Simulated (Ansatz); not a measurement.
## C3H6OSi: a changed input and its effect

System: C3H6OSi, SMILES C#C[SiH2]CO.
Method of the first run: RKS PBE-D4/def2-TZVPP (Ansatz 0.2.0).

The geometry comes from this level: PBE0-D4/def2-TZVP. Text and figures count atoms from 1; the logs count them from 0 in places.

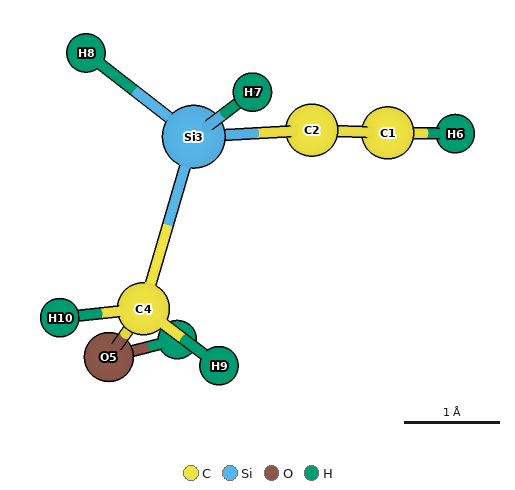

Figure 1. The structure (ball-and-stick view, seen at a tilt; atoms are numbered from 1 in the order of the input).

## Input file, the first run
```yaml
crystal:
  periodic: [false, false, false]
  atoms:
    - {symbol: C, position_ang: [-1.499882, 0.876894, 1.851825]}
    - {symbol: C, position_ang: [-0.664297, 0.179794, 1.329733]}
    - {symbol: Si, position_ang: [0.581486, -0.820016, 0.435199]}
    - {symbol: C, position_ang: [0.779122, 0.012551, -1.249392]}
    - {symbol: O, position_ang: [-0.475563, 0.229965, -1.872772]}
    - {symbol: H, position_ang: [-2.235618, 1.484105, 2.328313]}
    - {symbol: H, position_ang: [1.853784, -0.825730, 1.203267]}
    - {symbol: H, position_ang: [0.063374, -2.203802, 0.303729]}
    - {symbol: H, position_ang: [1.348710, 0.947009, -1.143014]}
    - {symbol: H, position_ang: [1.357082, -0.632310, -1.917153]}
    - {symbol: H, position_ang: [-1.042996, 0.694538, -1.249233]}
basis:
  gaussian: {orbitals: def2-TZVPP}
hamiltonian: {xc: pbe, dispersion: d4}
output: {forces: true, orbitals: {seedname: orbitals}}
```

Hardware: 4 threads of Oxide Virtual Turin-like, 27 GiB of memory available, shared host.

## Output (the first run)
```
Functional definition: PBE
  parameter kappa = 0.804
  parameter beta = 0.06672455060314922
  exchange = pbe_x(kappa = kappa, mu = beta*pi^2/3)
  correlation = pbe_c(beta = beta)
1333 factors; their error is unknown
mean field evaluation 1: about -13109.9393 eV, gradient 7.7e1 eV
mean field evaluation 2: about -13078.7829 eV, gradient 1.4e2 eV
mean field evaluation 4: about -13122.8626 eV, gradient 1.3e1 eV
mean field evaluation 8: about -13123.1799 eV, gradient 1.9e-1 eV
mean field evaluation 16: about -13123.1470 eV, gradient 7.8e-3 eV
mean field -13123.14696034 eV, -482.2667556040 hartree, gradient 2.9e-5 eV, S^2 0.000000; 0 other end points of the search recorded, 0 dependent functions left out
the calculation of the forces begins
reference -13123.14700417 eV, -482.2667572147 hartree; 23, 23 occupied and 227, 227 virtual orbitals, 1333 factors
Total energy: -13123.36750178 eV, -482.2748603525 hartree
Atom 0 at    -1.499882     0.876894     1.851825 Å, force    -0.642901     0.540378     0.394146 eV/Å
Atom 1 at    -0.664297     0.179794     1.329733 Å, force     0.719085    -0.603264    -0.438700 eV/Å
Atom 2 at     0.581486    -0.820016     0.435199 Å, force    -0.020013     0.002446     0.091432 eV/Å
Atom 3 at     0.779122     0.012551    -1.249392 Å, force     0.184543    -0.014983     0.123296 eV/Å
Atom 4 at    -0.475563     0.229965    -1.872772 Å, force    -0.188831    -0.162330    -0.564112 eV/Å
Atom 5 at    -2.235618     1.484105     2.328313 Å, force    -0.146619     0.120249     0.095978 eV/Å
Atom 6 at     1.853784    -0.825730     1.203267 Å, force     0.143296    -0.010320     0.098140 eV/Å
Atom 7 at     0.063374    -2.203802     0.303729 Å, force    -0.056252    -0.154365    -0.015482 eV/Å
Atom 8 at     1.348710     0.947009    -1.143014 Å, force     0.158704     0.191706     0.035679 eV/Å
Atom 9 at     1.357082    -0.632310    -1.917153 Å, force     0.127980    -0.132974    -0.137147 eV/Å
Atom 10 at    -1.042996     0.694538    -1.249233 Å, force    -0.278992     0.223456     0.316770 eV/Å
Dipole moment:     0.025726     0.171362     0.208791 e Å
```

The input of the second run differs as follows (lines with − go, lines with + come):
```diff
-hamiltonian: {xc: pbe, dispersion: d4}
+hamiltonian: {xc: {name: wB97M-V}}
```

What does this change do to the results?

The total energies belong to different models, so their difference says nothing on which is more stable or more accurate. The largest force goes from 1.036 to 0.404 eV/Å. The HOMO goes from −6.05 to −9.88 eV. The LUMO goes from −1.25 to 1.61 eV. The dipole moment goes from 1.30 to 1.46 D. On the same kind of shared host the second run took about 2.7 times as long.

## Output (the second run)
```
Functional definition: wB97M-V
  parameter omega = 0.3/bohr
  parameter cx = 0.15
  parameter cx01 = 1.007
  parameter cx10 = 0.259
  parameter css00 = 0.443
  parameter css04 = -1.437
  parameter css10 = -4.535
  parameter css20 = -3.390
  parameter css43 = 4.278
  parameter cos00 = 1.000
  parameter cos10 = 1.358
  parameter cos20 = 2.924
  parameter cos21 = -8.812
  parameter cos60 = -1.390
  parameter cos61 = 9.142
  parameter b = 6.0
  parameter c = 0.01
  gx(w, u) = 1 - cx + cx01*u + cx10*w
  gss(w, u) = css00 + css04*u^4 + css10*w + css20*w^2 + css43*w^4*u^3
  gos(w, u) = cos00 + cos10*w + (cos20 + cos21*u)*w^2 + (cos60 + cos61*u)*w^6
  exchange = spin_sum(e_x_unif_sr(omega)*gx(b97_w, b97_u_x)) + cx*exact_x_sr(omega) + exact_x_lr(omega)
  correlation = spin_sum(e_c_pw_mod_same_spin*gss(b97_w, b97_u_same))
      + integral(e_c_pw_mod_opposite_spin*gos(b97_w_opposite, b97_u_opposite)) + vv10(b, c)
1336 factors; their error is unknown
322 factors; integrals over basis functions are off by at most 1.0e-5 eV
mean field evaluation 1: about -13125.7438 eV, gradient 5.2e1 eV
mean field evaluation 2: about -13127.3463 eV, gradient 4.6e1 eV
mean field evaluation 4: about -13131.1163 eV, gradient 2.0e0 eV
mean field evaluation 8: about -13131.1332 eV, gradient 1.2e-1 eV
mean field evaluation 16: about -13131.1326 eV, gradient 6.5e-4 eV
mean field -13131.13261745 eV, -482.5602230901 hartree, gradient 5.8e-5 eV, S^2 0.000000; 0 other end points of the search recorded, 0 dependent functions left out
the calculation of the forces begins
reference -13131.13266882 eV, -482.5602249778 hartree; 23, 23 occupied and 227, 227 virtual orbitals, 1336 factors
Total energy: -13131.13266882 eV, -482.5602249778 hartree
Atom 0 at    -1.499882     0.876894     1.851825 Å, force     0.133984    -0.113601    -0.079753 eV/Å
Atom 1 at    -0.664297     0.179794     1.329733 Å, force    -0.275786     0.235121     0.172443 eV/Å
Atom 2 at     0.581486    -0.820016     0.435199 Å, force     0.166439    -0.205266    -0.061354 eV/Å
Atom 3 at     0.779122     0.012551    -1.249392 Å, force     0.361733    -0.072314     0.163510 eV/Å
Atom 4 at    -0.475563     0.229965    -1.872772 Å, force    -0.278720     0.076259    -0.041952 eV/Å
Atom 5 at    -2.235618     1.484105     2.328313 Å, force     0.058598    -0.048935    -0.038699 eV/Å
Atom 6 at     1.853784    -0.825730     1.203267 Å, force    -0.150919     0.004808    -0.100234 eV/Å
Atom 7 at     0.063374    -2.203802     0.303729 Å, force     0.062394     0.165220     0.013995 eV/Å
Atom 8 at     1.348710     0.947009    -1.143014 Å, force    -0.049768    -0.078915    -0.022935 eV/Å
Atom 9 at     1.357082    -0.632310    -1.917153 Å, force    -0.041205     0.061970     0.051811 eV/Å
Atom 10 at    -1.042996     0.694538    -1.249233 Å, force     0.013250    -0.024348    -0.056833 eV/Å
Dipole moment:     0.033046     0.170462     0.250440 e Å
```

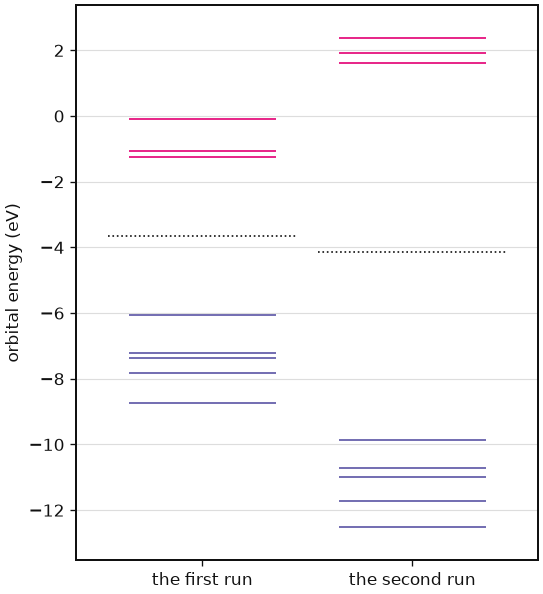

Figure 2. The five highest filled and three lowest empty orbital energies of the two runs; the dotted lines part filled from empty levels. The HOMO–LUMO gap is 4.80 eV in the first run and 11.49 eV in the second run.

## The two runs side by side

| quantity | the first run | the second run |
| --- | --- | --- |
| outcome | converged | converged |
| total energy (hartree) | −482.274860 | −482.560225 |
| HOMO (eV) | −6.05 | −9.88 |
| LUMO (eV) | −1.25 | 1.61 |
| dipole moment (D) | 1.30 | 1.46 |
| largest force (eV/Å) | 1.036 | 0.404 |
| basis functions | 250 | 250 |
| wall time (shared host) | 2.4 s | 6.5 s |
